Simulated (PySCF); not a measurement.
| atom | x (Å) | y (Å) | z (Å) |
| --- | --- | --- | --- |
| C | 2.0295 | 0.6183 | 0.3057 |
| C | 0.7856 | -0.0973 | 0.1299 |
| C | 0.5007 | -1.4089 | 0.6894 |
| C | -0.8856 | -1.8051 | 0.1675 |
| C | -1.5514 | -0.4555 | -0.1073 |
| C | -0.3766 | 0.4191 | -0.5850 |
| C | -0.5996 | 1.9257 | -0.6083 |
| H | 2.3528 | 1.0964 | -0.6214 |
| H | 1.8446 | 1.4605 | 0.9853 |
| H | 2.8269 | 0.0041 | 0.7165 |
| H | 1.2945 | -2.1427 | 0.5249 |
| H | 0.4721 | -1.2769 | 1.7822 |
| H | -1.4422 | -2.4106 | 0.8770 |
| H | -0.7826 | -2.3739 | -0.7578 |
| H | -2.3479 | -0.5205 | -0.8431 |
| H | -1.9657 | -0.0303 | 0.8079 |
| H | -0.1607 | 0.1029 | -1.6255 |
| H | 0.2348 | 2.4519 | -1.0635 |
| H | -0.7401 | 2.3004 | 0.4029 |
| H | -1.4942 | 2.1531 | -1.1805 |

Geometry: GFN2-xTB.

The calculation used PySCF, PBE0/def2-SVPD, SCF density, gas phase.

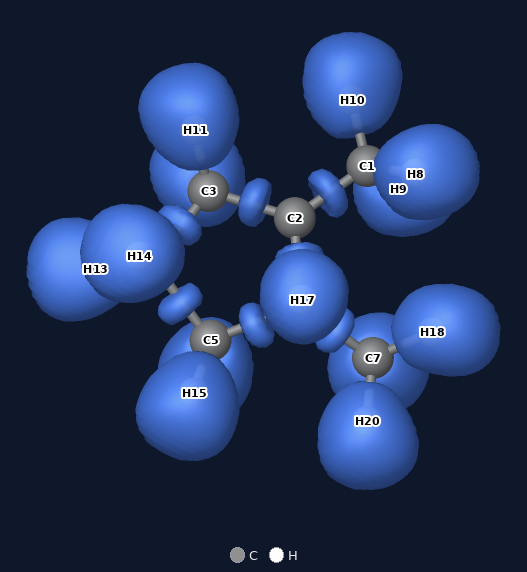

C7H13 (SMILES C[C+]1CCC[C@H]1C) (charge +1). Isosurface of the electron localisation function at 0.85 (blue), seen across its widest extent. Only the valence region is drawn (cores and ρ < 0.01 e/Å³ removed).

**Describe the localisation domains.**

The surface consists of seven regions between bonded C–C atoms (shared pairs) and 13 regions around hydrogen nuclei. Profiles from the grid: C–C (1.45 Å): the ELF peaks at about 0.95 between the atoms; a covalent bond. C–H (1.09 Å): the ELF climbs to about 1 towards the hydrogen, as it does in any bond to H; a covalent bond by its length.
